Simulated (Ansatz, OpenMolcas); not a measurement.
How methods differ on SiH2O2F2 (SMILES O[Si](O)(F)F)

The species is SiH2O2F2 (7 atoms), meant as a singlet with charge 0. As SMILES, `O[Si](O)(F)F`. The coordinates come from a PBE0-D4/def2-TZVP relaxation. This is one conformer, not always the lowest.

Each level gives the vertical energy of the triplet above the singlet (eV). The values are calculated.

```tsv
level	kind	program	value (eV)	CPU time (all runs)
HF/def2-SVP	Hartree–Fock	OpenMolcas	8.29	14 s
SVWN5/def2-SVP	LDA	Ansatz	7.95	7.2 s
PBE/def2-SVP	GGA	Ansatz	7.87	21 s
revPBE/def2-SVP	GGA	Ansatz	7.91	16 s
TPSS/def2-SVP	meta-GGA	OpenMolcas	8.10	2.3 min
B3LYP/def2-SVP	global hybrid	Ansatz	8.55	30 s
HSE06/def2-SVP	range-separated hybrid	Ansatz	8.67	20 s
MP2/def2-SVP	perturbation theory	Ansatz	9.33	8.2 s
CCSD/def2-SVP	coupled cluster or CI	Ansatz	9.08	69 s
```

The values span 7.87 to 9.33 eV. A triplet this far above the singlet is often a Rydberg-like or dissociative state; sets without diffuse functions put Rydberg states too high. The second state's dipole differs much between rows, so they may not all be the same state. Times are those of the runs behind each value, whatever else they computed, on shared processors of several kinds: orders of magnitude only.

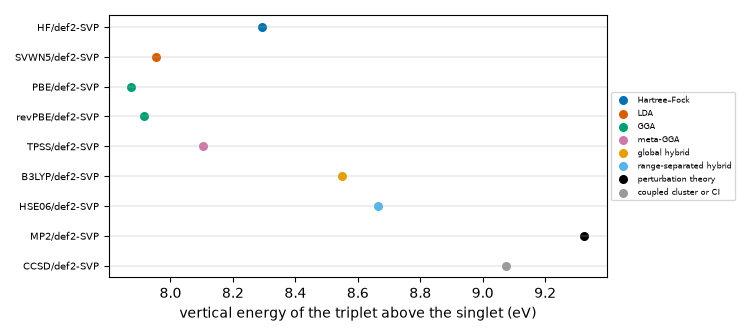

The values of the table, level by level.
